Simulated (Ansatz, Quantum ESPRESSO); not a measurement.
# Predicting the next point of a tunnelling series: vacuum gaps between two Ag(100) faces

**Set-up.** Quantum ESPRESSO 7.5 (pw.x, pwcond.x), PBE, GBRV ultrasoft; geometry as built. T is the transmission per spin at the Fermi level, averaged over the mesh across the current, in a cell of 8.61 Å². The series steps the width of the vacuum gap.

```
width (Å)       T
      3.5   0.462
      4.5   0.144
      5.5  0.0291
```

One more run was made and is withheld. What is T at 6.5 Å?

**Worked estimate.** In the tunnelling regime ln T falls linearly. The last two rows give a slope of ln(0.144/0.0291)/(5.5 − 4.5) = 1.599 per Å, so T(6.5) ≈ 0.0291 × exp(−1.599 × 1) = 0.00588.

**Check.** T = 0.00546; the estimate is 1.08 times that. The slope over the last interval is 1.673: the same within 8 %. Points of the mesh with over 2.5 times the mean carry 71 % of this T, so the value leans on the mesh. A second code, Ansatz 0.2.0, gives 0.00464.

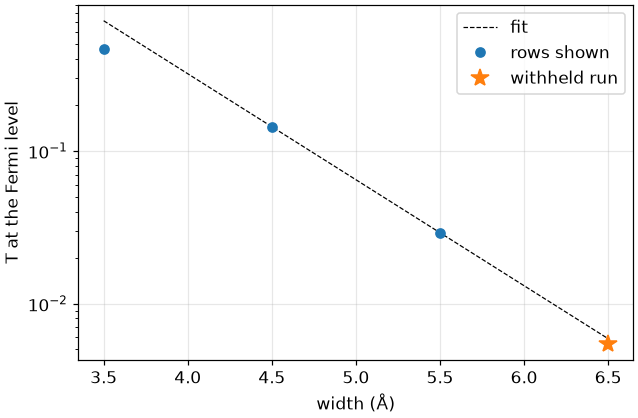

The rows shown, the fit and the withheld run.

**Limits.** Short leads, unrelaxed atoms, a barrier without the image potential and an untested mesh.

[Logs are printed without paths, hosts, clocks, repeated set-up lines and the standing remarks that a program may print on its own settings, such as how far it seeks lower states.]
